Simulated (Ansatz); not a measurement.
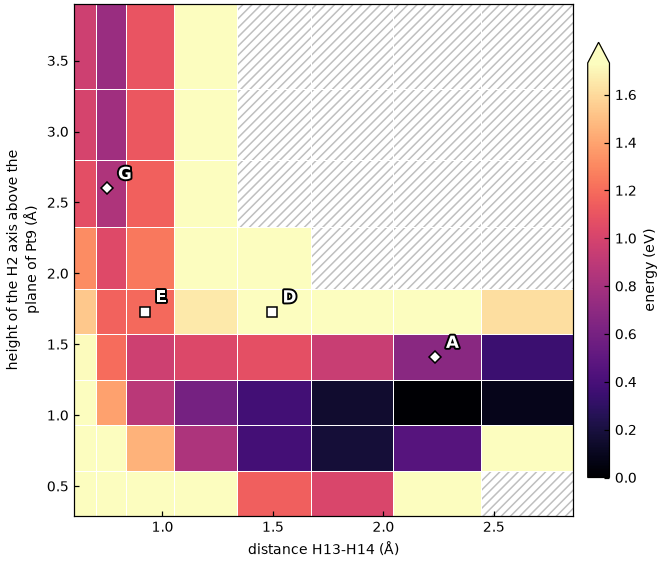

H₂ on a Pt(111) slab cut from the Fm-3m phase, its upper half relaxed before the scan (12 atoms of substrate and one adsorbate in a 2 × 2 cell). H2 lies flat over one site of a rigid substrate while its bond length and height are varied; it sits over a bridge site, heights counted from the top plane, its axis along a direction equivalent to the long diagonal of the hexagonal surface cell. First axis: distance H13-H14. Second axis: height of the H2 axis above the plane of Pt9. The scan uses an 8 × 9 grid. At 16 points there is no value (left out: too close to the surface, or the stretched molecule far from it). Points are written as (first, second). Energies are in eV, from the lowest grid point. The calculation used Ansatz 0.2.0, DFT PBE, scalar-relativistic, plane waves, PAW. Settings: cutoff 420 eV, k-mesh 6×6×1, gaussian smearing 0.1 eV, no spin polarisation.

In the figure: one coloured cell a grid point, one colour for all values above the top of the scale, hatched blanks where no value was computed, lettered points.

**Is G the lowest point of the computed grid?**

No. G lies 0.84 eV above the lowest grid point, which is at (2.235 Å, 1.09 Å).

**Rank the lettered points by energy, lowest first.**

A (0.68 eV), G (0.84 eV), E (1.19 eV), D (2.05 eV).
